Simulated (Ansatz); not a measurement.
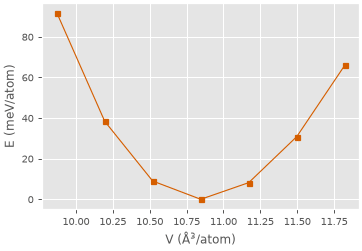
*BPt (NiAs type, P6_3/mmc) under volume change, plane-wave PAW PBEsol (Ansatz code), shape and atoms relaxed at each volume.*

Problem. What does a third-order Birch–Murnaghan fit give for V₀, B₀ and B′?

Solution. V₀ = 10.85 Å³/atom, B₀ = 282 GPa, B′ = 4.6.

The workflow started from an entry of the Crystallography Open Database (COD). Whether it is the stable phase at ambient conditions was not checked. Symmetry was held in the PBEsol relaxation; of distortions, only those at the zone centre were tested. No spin polarisation was allowed. Scalar-relativistic: spin–orbit coupling is off unless named, which matters more the heavier the elements.

Potentials: the later of the program's two PAW sets.
